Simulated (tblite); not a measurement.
# Geometry relaxation, with input and output: C₆H₁₁O₂ (part 1 of 4)

The run: geometry relaxation of C₆H₁₁O₂, multiplicity 2. Method and program: GFN2-xTB geometry optimisation, gas phase (tblite 0.8.0).

It belongs to a series of runs on one base structure; here: H removed from sp3 C.

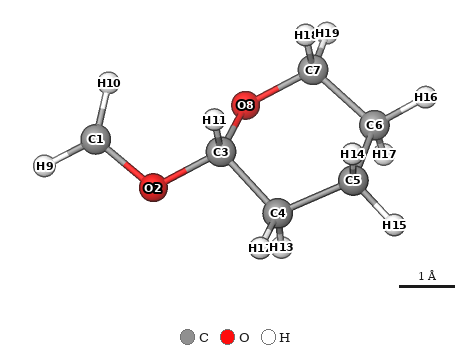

*The starting structure (ball-and-stick view, seen at a tilt; atoms are numbered from 1 in the order of the input).*

Bond lengths as drawn: C–C 1.52 to 1.55 Å, C–H 1.07 to 1.10 Å and C–O 1.38 to 1.44 Å.

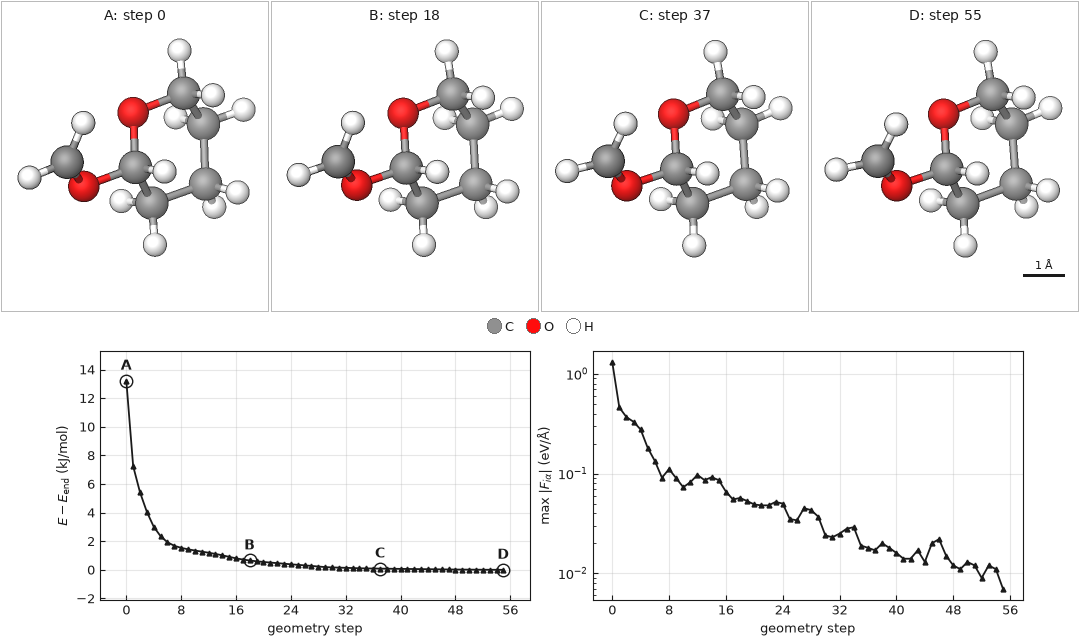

*Frames of the relaxation (ball-and-stick view, seen at a tilt) above the curves, on which the letters mark them (steps are counted from 0).*

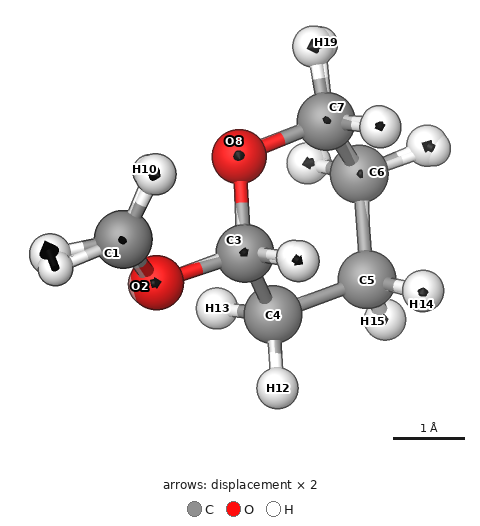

*Start (faint) and end (solid) with the displacements as black arrows, magnified 2 times (ball-and-stick view, seen at a tilt). The two geometries are laid on each other by the best rigid fit.*

After 55 geometry steps the energy has fallen by 13.2 kJ/mol. Largest force component: 1.3 eV/Å at the start, 0.007 eV/Å at the end. H9 moves most after the best rigid fit: 0.29 Å. By element the largest moves are H 0.29 Å, O 0.08 Å, C 0.06 Å. Among the contacts that change: O2–C3 1.436 → 1.390 Å, C3–H11 1.090 → 1.114 Å, C3–C4 1.546 → 1.529 Å, C7–O8 1.425 → 1.409 Å. Among the angles that change: C1–O2–C3 112.3° → 116.3°, H9–C1–H10 125.5° → 121.7°, O2–C3–O8 111.7° → 108.6°. (Atoms are counted from 1 in the order of the input.)

These pictures come from the run below.

Input:
```
{"job": {"kind": "relax", "xc": "GFN2-xTB", "basis": "xTB"}, "charge": 0, "multiplicity": 2}
C      3.024700    -0.391300    -0.945100
O      1.938000     0.435000    -1.117900
C      0.893100     0.165700    -0.169800
C     -0.163000     1.277700    -0.366700
C     -1.366300     1.039900     0.555600
C     -1.894600    -0.381400     0.387900
C     -0.757000    -1.386500     0.526900
O      0.292100    -1.107200    -0.395600
H      3.833300    -0.165500    -1.615000
H      2.849200    -1.347000    -0.472300
H      1.288300     0.209000     0.845500
H      0.277500     2.251400    -0.167800
H     -0.503200     1.279600    -1.393500
H     -1.067400     1.207600     1.589100
H     -2.159100     1.772100     0.318200
H     -2.676800    -0.580700     1.139700
H     -2.335900    -0.476500    -0.603000
H     -0.351100    -1.398700     1.548300
H     -1.131600    -2.394100     0.327900
```

The first line tells a small driver script what to run in tblite; the rest is the geometry in Å.

Launched with:
```bash
OMP_NUM_THREADS=1 python <driver script> task.json out
```

What the program printed:
```
step      E/eV     max force
  0    -721.44950    1.623
  1    -721.51141    0.707
  2    -721.53038    0.421
  3    -721.54450    0.380
  4    -721.55528    0.314
  5    -721.56213    0.207
  6    -721.56650    0.186
  7    -721.56906    0.131
  8    -721.57056    0.133
  9    -721.57161    0.093
 10    -721.57249    0.093
 11    -721.57329    0.085
 12    -721.57408    0.098
 13    -721.57495    0.089
 14    -721.57595    0.101
 15    -721.57707    0.097
 16    -721.57815    0.071
 17    -721.57903    0.061
 18    -721.57971    0.064
 19    -721.58028    0.065
 20    -721.58078    0.064
 21    -721.58121    0.056
 22    -721.58162    0.054
 23    -721.58204    0.053
 24    -721.58246    0.051
 25    -721.58285    0.046
 26    -721.58323    0.043
 27    -721.58363    0.047
 28    -721.58409    0.044
 29    -721.58448    0.043
 30    -721.58473    0.031
 31    -721.58488    0.031
 32    -721.58502    0.025
 33    -721.58519    0.032
 34    -721.58534    0.031
 35    -721.58545    0.024
 36    -721.58553    0.019
 37    -721.58560    0.019
 38    -721.58567    0.020
 39    -721.58573    0.019
 40    -721.58579    0.018
 41    -721.58585    0.015
 42    -721.58590    0.015
 43    -721.58596    0.018
 44    -721.58601    0.019
 45    -721.58607    0.023
 46    -721.58614    0.024
 47    -721.58621    0.018
 48    -721.58626    0.014
 49    -721.58630    0.012
 50    -721.58633    0.017
 51    -721.58637    0.016
 52    -721.58641    0.011
 53    -721.58644    0.014
 54    -721.58646    0.012
 55    -721.58648    0.010
```

Trajectory as extended XYZ (Å, eV, eV/Å), 43 of the 56 frames kept, from step=0 to step=55:
```
19
Properties=species:S:1:pos:R:3:forces:R:3 step=0 energy=-721.44950
C     3.0247   -0.3913   -0.9451   -0.2780   0.1840  -0.0760
O     1.9380    0.4350   -1.1179   -0.6110  -0.9730   1.1460
C     0.8931    0.1657   -0.1698   -0.5490   0.6320  -1.3210
C    -0.1630    1.2777   -0.3667   -0.1140  -0.1390   0.4070
C    -1.3663    1.0399    0.5556   -0.0850   0.3560  -0.1270
C    -1.8946   -0.3814    0.3879   -0.2740   0.1640   0.2850
C    -0.7570   -1.3865    0.5269    0.2150   0.1330  -0.1100
O     0.2921   -1.1072   -0.3956    0.2470   0.0450   0.1070
H     3.8333   -0.1655   -1.6150   -0.1070  -0.1800   0.0780
H     2.8492   -1.3470   -0.4723    0.2310   0.2010  -0.2040
H     1.2883    0.2090    0.8455    0.2440  -0.0620   0.3780
H     0.2775    2.2514   -0.1678    0.1550   0.0190   0.0760
H    -0.5032    1.2796   -1.3935    0.0650  -0.1950  -0.3220
H    -1.0674    1.2076    1.5891    0.0540  -0.0390   0.1360
H    -2.1591    1.7721    0.3182    0.2820  -0.2740   0.0800
H    -2.6768   -0.5807    1.1397    0.2800  -0.0160  -0.2520
H    -2.3359   -0.4765   -0.6030   -0.0090  -0.0850  -0.0670
H    -0.3511   -1.3987    1.5483    0.0120   0.2050   0.0770
H    -1.1316   -2.3941    0.3279    0.2410   0.0250  -0.2910
19
Properties=species:S:1:pos:R:3:forces:R:3 step=1 energy=-721.51141
C     3.0207   -0.3887   -0.9462   -0.1360  -0.0770   0.0860
O     1.9293    0.4211   -1.1015   -0.4610  -0.3640   0.3930
C     0.8853    0.1748   -0.1886   -0.2030   0.1230   0.0380
C    -0.1647    1.2757   -0.3609   -0.2110   0.1510  -0.1500
C    -1.3675    1.0450    0.5538    0.0350   0.0320   0.1420
C    -1.8986   -0.3791    0.3919    0.0370   0.1470  -0.0680
C    -0.7539   -1.3846    0.5253    0.1090   0.1400  -0.0550
O     0.2956   -1.1066   -0.3940    0.0950   0.0110   0.0220
H     3.8318   -0.1680   -1.6139   -0.1510  -0.1070   0.0450
H     2.8525   -1.3441   -0.4752    0.2430   0.1000  -0.1400
H     1.2918    0.2081    0.8509   -0.0390  -0.0440  -0.1110
H     0.2798    2.2517   -0.1667    0.1120  -0.0450   0.0670
H    -0.5023    1.2768   -1.3981    0.0850  -0.1350  -0.0820
H    -1.0667    1.2071    1.5910    0.0230  -0.0260   0.0560
H    -2.1550    1.7682    0.3194    0.0980  -0.0650   0.0150
H    -2.6728   -0.5809    1.1361    0.0900  -0.0510  -0.0540
H    -2.3360   -0.4777   -0.6039    0.0070  -0.0610   0.0230
H    -0.3509   -1.3958    1.5494    0.0150   0.1950   0.0380
H    -1.1282   -2.3937    0.3238    0.2520   0.0780  -0.2640
19
Properties=species:S:1:pos:R:3:forces:R:3 step=3 energy=-721.54450
C     3.0123   -0.3893   -0.9427   -0.0810  -0.0100   0.0950
O     1.9086    0.4023   -1.0837   -0.0310   0.1110  -0.2630
C     0.8717    0.1801   -0.1876   -0.0850  -0.1660   0.3310
C    -0.1739    1.2820   -0.3648    0.0010   0.0260  -0.0400
C    -1.3662    1.0479    0.5585    0.0150  -0.0030   0.0210
C    -1.8966   -0.3727    0.3899    0.1010  -0.0400  -0.0630
C    -0.7484   -1.3780    0.5223    0.0010   0.0180   0.0080
O     0.3000   -1.1054   -0.3919   -0.0560   0.0360   0.0440
H     3.8225   -0.1735   -1.6114   -0.1810  -0.0010  -0.0100
H     2.8657   -1.3423   -0.4810    0.1620  -0.1920   0.0480
H     1.2895    0.2062    0.8478   -0.1470   0.0130   0.0150
H     0.2857    2.2496   -0.1635    0.0470  -0.0160   0.0030
H    -0.4986    1.2696   -1.4048    0.0080  -0.0510  -0.0640
H    -1.0648    1.2057    1.5953    0.0440  -0.0110   0.0530
H    -2.1502    1.7651    0.3207   -0.0560   0.0750   0.0340
H    -2.6672   -0.5836    1.1327    0.0490  -0.0400  -0.0040
H    -2.3357   -0.4807   -0.6035    0.0110   0.0000  -0.0070
H    -0.3502   -1.3848    1.5510   -0.0020   0.1540  -0.0310
H    -1.1139   -2.3888    0.3093    0.1990   0.0970  -0.1700
19
Properties=species:S:1:pos:R:3:forces:R:3 step=4 energy=-721.55528
C     3.0064   -0.3895   -0.9391   -0.0600   0.0010   0.0840
O     1.8986    0.3961   -1.0815    0.0510   0.1380  -0.2770
C     0.8632    0.1789   -0.1805    0.0430  -0.1020   0.0950
C    -0.1778    1.2851   -0.3668    0.0770  -0.0610   0.0230
C    -1.3654    1.0495    0.5608   -0.0180   0.0090  -0.0210
C    -1.8935   -0.3709    0.3879    0.0380  -0.0710  -0.0230
C    -0.7458   -1.3747    0.5211   -0.0290  -0.0140   0.0330
O     0.3007   -1.1039   -0.3898   -0.0650   0.0300   0.0270
H     3.8140   -0.1761   -1.6105   -0.1640   0.0400  -0.0420
H     2.8755   -1.3463   -0.4825    0.0970  -0.2070   0.0870
H     1.2852    0.2056    0.8475   -0.1280   0.0330   0.1460
H     0.2896    2.2484   -0.1620    0.0160  -0.0100  -0.0330
H    -0.4969    1.2651   -1.4096    0.0000  -0.0160   0.0000
H    -1.0628    1.2049    1.5985    0.0390  -0.0080   0.0100
H    -2.1493    1.7653    0.3223   -0.0900   0.0950   0.0560
H    -2.6634   -0.5858    1.1308    0.0460  -0.0300   0.0000
H    -2.3354   -0.4821   -0.6036    0.0200   0.0250  -0.0250
H    -0.3500   -1.3760    1.5510   -0.0070   0.1110  -0.0340
H    -1.1027   -2.3842    0.2986    0.1330   0.0360  -0.1070
19
Properties=species:S:1:pos:R:3:forces:R:3 step=5 energy=-721.56213
C     3.0010   -0.3897   -0.9350   -0.0230  -0.0280   0.0640
O     1.8920    0.3934   -1.0838    0.0620   0.0600  -0.1510
C     0.8583    0.1771   -0.1754    0.1180   0.0020  -0.0920
C    -0.1792    1.2861   -0.3677    0.0850  -0.0860   0.0520
C    -1.3653    1.0509    0.5621   -0.0360   0.0140  -0.0390
C    -1.8911   -0.3707    0.3862   -0.0250  -0.0440   0.0040
C    -0.7444   -1.3725    0.5208   -0.0280  -0.0160   0.0240
O     0.3003   -1.1025   -0.3879   -0.0280   0.0170  -0.0060
H     3.8050   -0.1772   -1.6106   -0.1390   0.0540  -0.0570
H     2.8840   -1.3523   -0.4821    0.0370  -0.1210   0.0740
H     1.2800    0.2058    0.8501   -0.0920   0.0400   0.1810
H     0.2926    2.2473   -0.1616   -0.0040  -0.0140  -0.0540
H    -0.4955    1.2616   -1.4128    0.0040   0.0020   0.0560
H    -1.0607    1.2041    1.6009    0.0260  -0.0080  -0.0320
H    -2.1501    1.7670    0.3244   -0.0770   0.0760   0.0710
H    -2.6597   -0.5879    1.1294    0.0310  -0.0260   0.0060
H    -2.3347   -0.4826   -0.6042    0.0250   0.0350  -0.0360
H    -0.3499   -1.3679    1.5505   -0.0070   0.0690  -0.0130
H    -1.0925   -2.3807    0.2892    0.0700  -0.0280  -0.0510
19
Properties=species:S:1:pos:R:3:forces:R:3 step=7 energy=-721.56906
C     2.9955   -0.3919   -0.9285    0.0420  -0.0510   0.0030
O     1.8883    0.3914   -1.0904    0.0410  -0.0850   0.0910
C     0.8593    0.1765   -0.1741    0.0540   0.0630  -0.0680
C    -0.1777    1.2839   -0.3669    0.0030  -0.0120   0.0220
C    -1.3667    1.0525    0.5619   -0.0170   0.0020  -0.0160
C    -1.8902   -0.3714    0.3844   -0.0470   0.0200  -0.0010
C    -0.7439   -1.3707    0.5209    0.0170   0.0050  -0.0350
O     0.2996   -1.1003   -0.3871    0.0450   0.0130  -0.0330
H     3.7897   -0.1758   -1.6137   -0.0660   0.0260  -0.0650
H     2.8936   -1.3620   -0.4787   -0.0300   0.0300   0.0280
H     1.2707    0.2079    0.8597   -0.0380   0.0300   0.0350
H     0.2952    2.2453   -0.1639   -0.0090  -0.0080  -0.0460
H    -0.4937    1.2583   -1.4124    0.0050   0.0040   0.0610
H    -1.0577    1.2029    1.6009    0.0040  -0.0100  -0.0540
H    -2.1539    1.7718    0.3302   -0.0030   0.0100   0.0630
H    -2.6553   -0.5913    1.1288   -0.0160  -0.0230   0.0160
H    -2.3328   -0.4814   -0.6065    0.0140   0.0280  -0.0330
H    -0.3502   -1.3571    1.5499   -0.0070   0.0140   0.0080
H    -1.0796   -2.3793    0.2782    0.0090  -0.0550   0.0250
19
Properties=species:S:1:pos:R:3:forces:R:3 step=8 energy=-721.57056
C     2.9955   -0.3937   -0.9270    0.0500  -0.0410  -0.0070
O     1.8893    0.3897   -1.0908    0.0280  -0.0680   0.1110
C     0.8615    0.1775   -0.1751   -0.0080   0.0270   0.0160
C    -0.1769    1.2829   -0.3661   -0.0220   0.0210  -0.0020
C    -1.3675    1.0527    0.5613   -0.0020  -0.0060  -0.0010
C    -1.8912   -0.3714    0.3839   -0.0200   0.0150  -0.0130
C    -0.7436   -1.3703    0.5202    0.0240   0.0080  -0.0420
O     0.3002   -1.0995   -0.3878    0.0420   0.0110  -0.0190
H     3.7847   -0.1746   -1.6161   -0.0290   0.0060  -0.0700
H     2.8947   -1.3639   -0.4769   -0.0300   0.0350   0.0240
H     1.2675    0.2093    0.8630   -0.0230   0.0230  -0.0220
H     0.2954    2.2446   -0.1658   -0.0050   0.0060  -0.0300
H    -0.4933    1.2578   -1.4105   -0.0040  -0.0020   0.0240
H    -1.0570    1.2024    1.5995    0.0030  -0.0110  -0.0310
H    -2.1552    1.7734    0.3331    0.0170  -0.0040   0.0470
H    -2.6549   -0.5926    1.1292   -0.0230  -0.0190   0.0070
H    -2.3319   -0.4802   -0.6079    0.0030   0.0220  -0.0250
H    -0.3504   -1.3544    1.5498   -0.0090   0.0040  -0.0070
H    -1.0767   -2.3804    0.2766    0.0080  -0.0280   0.0380
19
Properties=species:S:1:pos:R:3:forces:R:3 step=9 energy=-721.57161
C     2.9965   -0.3956   -0.9260    0.0430  -0.0220  -0.0070
O     1.8907    0.3876   -1.0892    0.0180  -0.0160   0.0900
C     0.8628    0.1785   -0.1754   -0.0440  -0.0090   0.0680
C    -0.1767    1.2826   -0.3656   -0.0270   0.0330  -0.0170
C    -1.3681    1.0528    0.5608    0.0080  -0.0120   0.0090
C    -1.8921   -0.3712    0.3833    0.0060  -0.0010  -0.0210
C    -0.7430   -1.3700    0.5190    0.0160   0.0040  -0.0310
O     0.3014   -1.0987   -0.3886    0.0220   0.0050   0.0000
H     3.7807   -0.1737   -1.6192   -0.0030  -0.0130  -0.0710
H     2.8949   -1.3646   -0.4751   -0.0190   0.0160   0.0260
H     1.2648    0.2107    0.8649   -0.0110   0.0180  -0.0370
H     0.2954    2.2444   -0.1676   -0.0010   0.0210  -0.0150
H    -0.4932    1.2575   -1.4089   -0.0140  -0.0060  -0.0140
H    -1.0563    1.2018    1.5979    0.0080  -0.0130  -0.0010
H    -2.1558    1.7745    0.3360    0.0210  -0.0070   0.0310
H    -2.6550   -0.5938    1.1295   -0.0170  -0.0140  -0.0090
H    -2.3313   -0.4790   -0.6093   -0.0060   0.0170  -0.0170
H    -0.3508   -1.3526    1.5496   -0.0090   0.0000  -0.0240
H    -1.0746   -2.3817    0.2763    0.0100  -0.0010   0.0410
19
Properties=species:S:1:pos:R:3:forces:R:3 step=10 energy=-721.57249
C     2.9980   -0.3976   -0.9253    0.0250   0.0000  -0.0040
O     1.8921    0.3855   -1.0861    0.0150   0.0400   0.0530
C     0.8629    0.1793   -0.1746   -0.0490  -0.0290   0.0730
C    -0.1769    1.2829   -0.3654   -0.0190   0.0280  -0.0250
C    -1.3684    1.0527    0.5606    0.0140  -0.0130   0.0150
C    -1.8928   -0.3712    0.3825    0.0220  -0.0150  -0.0230
C    -0.7422   -1.3697    0.5174   -0.0010  -0.0020  -0.0100
O     0.3028   -1.0980   -0.3892   -0.0030  -0.0040   0.0150
H     3.7772   -0.1732   -1.6232    0.0090  -0.0330  -0.0650
H     2.8948   -1.3651   -0.4731   -0.0020  -0.0070   0.0270
H     1.2624    0.2122    0.8660   -0.0020   0.0140  -0.0180
H     0.2955    2.2446   -0.1694   -0.0020   0.0290  -0.0050
H    -0.4933    1.2571   -1.4079   -0.0220  -0.0080  -0.0420
H    -1.0556    1.2011    1.5967    0.0140  -0.0150   0.0260
H    -2.1558    1.7752    0.3390    0.0160  -0.0050   0.0160
H    -2.6553   -0.5951    1.1296   -0.0040  -0.0080  -0.0290
H    -2.3309   -0.4777   -0.6108   -0.0130   0.0130  -0.0090
H    -0.3513   -1.3509    1.5489   -0.0070   0.0000  -0.0330
H    -1.0726   -2.3827    0.2768    0.0100   0.0160   0.0350
19
Properties=species:S:1:pos:R:3:forces:R:3 step=12 energy=-721.57408
C     3.0015   -0.4009   -0.9241   -0.0210   0.0300   0.0000
O     1.8951    0.3842   -1.0771    0.0170   0.0970  -0.0020
C     0.8610    0.1797   -0.1706    0.0080  -0.0040  -0.0040
C    -0.1783    1.2845   -0.3663    0.0060  -0.0070  -0.0180
C    -1.3683    1.0520    0.5611    0.0140  -0.0010   0.0140
C    -1.8931   -0.3717    0.3797    0.0170  -0.0080  -0.0140
C    -0.7411   -1.3692    0.5143   -0.0260  -0.0070   0.0240
O     0.3050   -1.0971   -0.3893   -0.0230  -0.0120   0.0190
H     3.7707   -0.1748   -1.6340   -0.0060  -0.0720  -0.0250
H     2.8952   -1.3664   -0.4679    0.0300  -0.0080   0.0080
H     1.2577    0.2157    0.8684    0.0000   0.0010   0.0490
H     0.2953    2.2466   -0.1731   -0.0160   0.0150   0.0000
H    -0.4949    1.2557   -1.4086   -0.0210  -0.0070  -0.0420
H    -1.0533    1.1986    1.5964    0.0210  -0.0250   0.0430
H    -2.1552    1.7763    0.3456    0.0000  -0.0040  -0.0010
H    -2.6557   -0.5980    1.1273    0.0140   0.0000  -0.0530
H    -2.3310   -0.4745   -0.6142   -0.0120   0.0030  -0.0010
H    -0.3524   -1.3475    1.5459    0.0050   0.0020  -0.0070
H    -1.0680   -2.3839    0.2791   -0.0080   0.0050   0.0100
19
Properties=species:S:1:pos:R:3:forces:R:3 step=13 energy=-721.57495
C     3.0030   -0.4020   -0.9235   -0.0360   0.0330  -0.0020
O     1.8972    0.3860   -1.0716    0.0170   0.0850  -0.0110
C     0.8599    0.1799   -0.1682    0.0410   0.0250  -0.0430
C    -0.1791    1.2854   -0.3675    0.0130  -0.0230  -0.0060
C    -1.3678    1.0516    0.5618    0.0120   0.0070   0.0080
C    -1.8927   -0.3722    0.3777    0.0030   0.0100  -0.0060
C    -0.7412   -1.3690    0.5131   -0.0210  -0.0050   0.0280
O     0.3057   -1.0969   -0.3888   -0.0100  -0.0040   0.0090
H     3.7670   -0.1778   -1.6410   -0.0230  -0.0860   0.0010
H     2.8962   -1.3672   -0.4648    0.0370   0.0160  -0.0100
H     1.2552    0.2177    0.8708   -0.0080  -0.0060   0.0640
H     0.2948    2.2482   -0.1751   -0.0260  -0.0040  -0.0050
H    -0.4964    1.2547   -1.4102   -0.0120  -0.0060  -0.0160
H    -1.0514    1.1965    1.5973    0.0210  -0.0300   0.0290
H    -2.1547    1.7768    0.3493   -0.0030  -0.0070  -0.0040
H    -2.6556   -0.5997    1.1246    0.0100   0.0020  -0.0490
H    -2.3313   -0.4727   -0.6161   -0.0040  -0.0010  -0.0030
H    -0.3530   -1.3456    1.5440    0.0100   0.0040   0.0210
H    -1.0656   -2.3844    0.2808   -0.0210  -0.0110  -0.0060
```
